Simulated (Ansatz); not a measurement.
Bands of a (7,7) silicon nanotube, along its axis.

The numbers are results of PBE (plane waves to 420 eV, PAW; Ansatz, a first-principles code), not measurements. Mesh 1×1×18. No spin polarisation. It repeats along c; a and b span vacuum. A hypothetical model, rolled from the flat sheet. It keeps the symmetry and period of its start, so it need not be a minimum against all distortions.

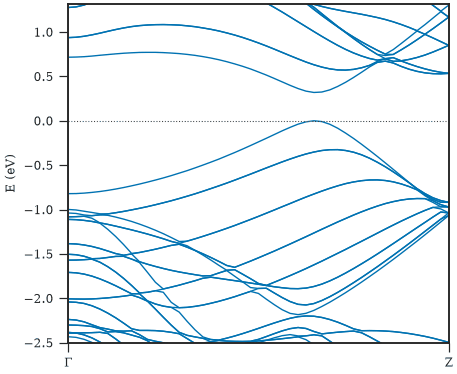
Figure. Bands from the zone centre to the zone edge (period 3.86 Å); the dotted line marks the highest filled level

Is it a metal or a semiconductor at this level? Give what the bands show.

A semiconductor in PBE.
```
Property                                Value
--------  -----------------------------------
PBE gap   0.32 eV, direct at k = 0.323 × 2π/c
```
